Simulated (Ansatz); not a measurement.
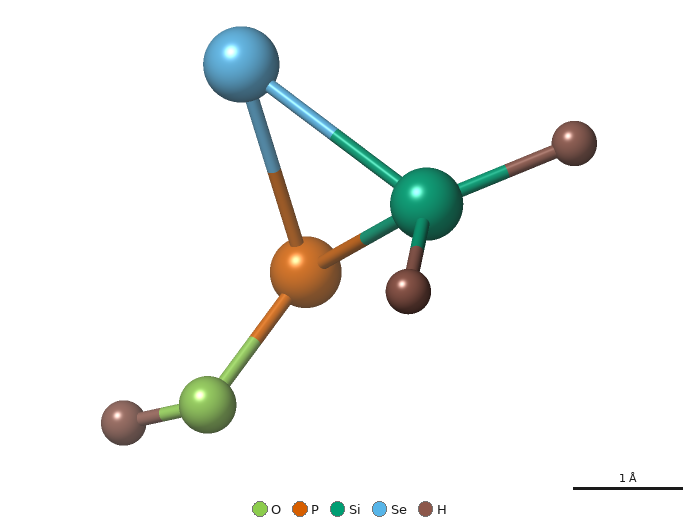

A ball-and-stick model of a molecule.

The geometry was computed by an optimisation with PBE0-D4/def2-TZVP.

**Count the atoms of each element.**

H3OPSeSi, 7 atoms: 3 hydrogen, 1 oxygen, 1 phosphorus, 1 selenium and 1 silicon.

**Give the symmetry (Schoenflies symbol).**

C1.

**What is its SMILES?**

OP1[SiH2][Se]1

**How many sets of symmetry-equivalent atoms are there?**

7: 1 O, 1 P, 1 Si, 1 Se, 1 H, 1 H, 1 H.

More results for the same structure follow; atom numbers are the same in all pictures, views and colours differ.

Geometry

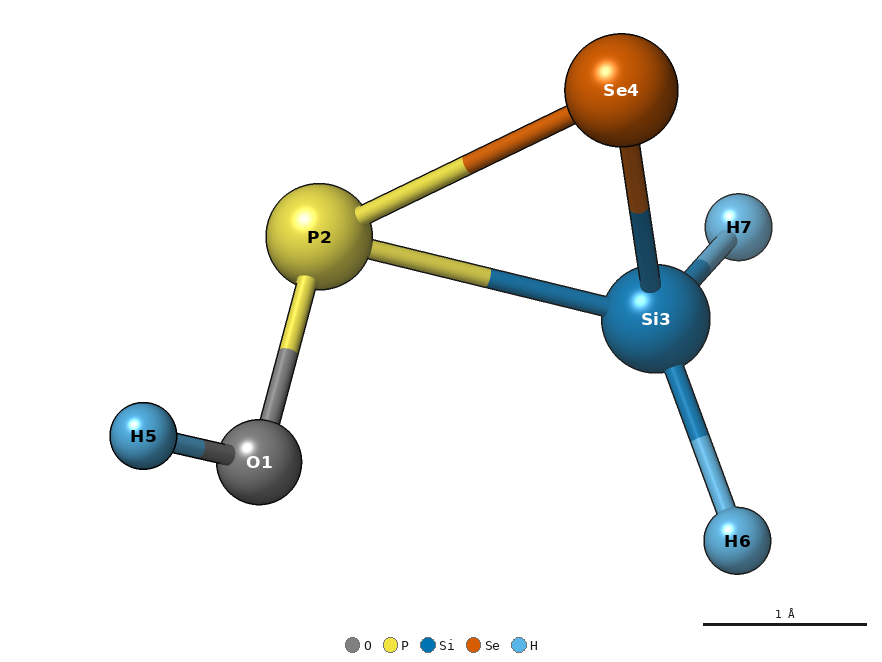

Atoms carry their numbers in the input.

Give these bond angles: P2–O1–H5, O1–P2–Si3, O1–P2–Se4, Si3–P2–Se4, P2–Si3–Se4, P2–Si3–H6, P2–Si3–H7, Se4–Si3–H6, Se4–Si3–H7, H6–Si3–H7, P2–Se4–Si3.

| angle | degrees |
| --- | --- |
| P2–O1–H5 | 110.4 |
| O1–P2–Si3 | 99.5 |
| O1–P2–Se4 | 105.9 |
| Si3–P2–Se4 | 58.8 |
| P2–Si3–Se4 | 62.8 |
| P2–Si3–H6 | 117.9 |
| P2–Si3–H7 | 119.1 |
| Se4–Si3–H6 | 117.9 |
| Se4–Si3–H7 | 117.2 |
| H6–Si3–H7 | 113.2 |
| P2–Se4–Si3 | 58.4 |

Charges

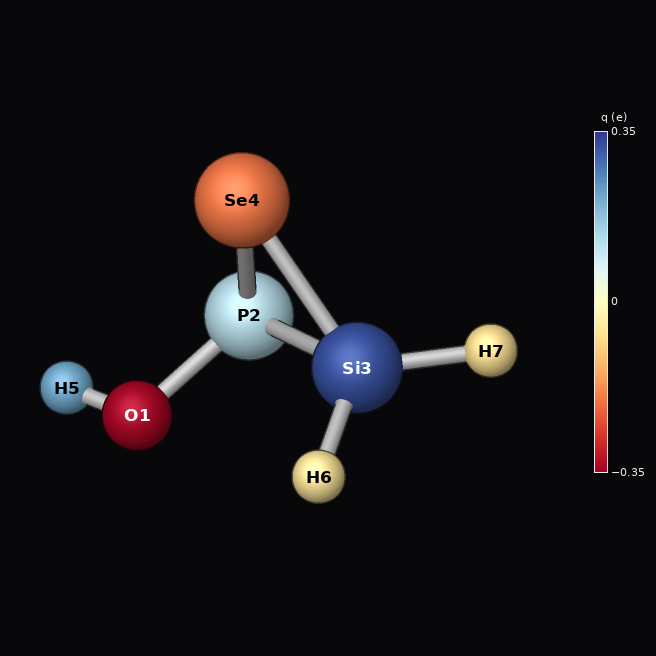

Atoms are coloured by their Mulliken charges. Level of theory: RKS r2SCAN-D4/def2-TZVPP (Ansatz 0.2.0).

**Which atom carries the highest charge (most positive or least negative)?**

Si3 (0.32 e).

**And the lowest?**

O1 (−0.34 e).

Give the Mulliken charges atom by atom.

```tsv
atom	value (e)
O1	−0.34
P2	0.12
Si3	0.32
Se4	−0.20
H5	0.21
H6	−0.05
H7	−0.06
```

Electronic properties

Method: RKS PBE0-D4/def2-QZVPP (Ansatz 0.2.0).

**What is the dispersion correction?**

−18.2 kJ/mol.

**Give the HOMO–LUMO gap at this level.**

6.00 eV.

**Estimate the HOMO energy (Kohn–Sham orbital).**

−6.88 eV.

Dipole moment

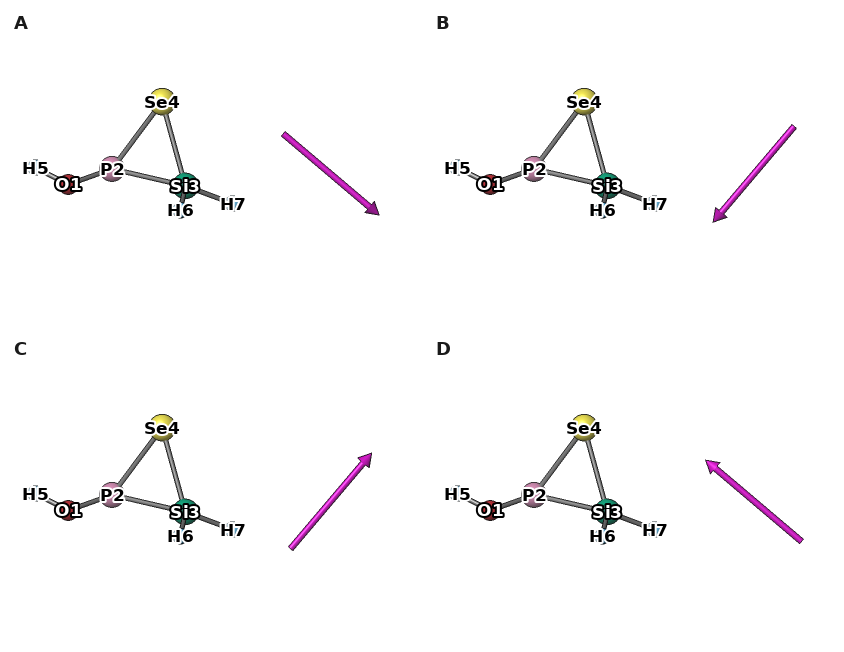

The same molecule four times, each with an arrow. Level of theory: RKS ωB97M-V/def2-TZVPP (Ansatz 0.2.0).

**Which arrow points along the dipole moment, from the negative to the positive end?**

B. The dipole moment is 1.08 D; it points from the side of Se4 to the side of H5 (the outermost atoms at the two ends).

Mulliken values depend strongly on the basis set and can even reverse the polarity of a bond.
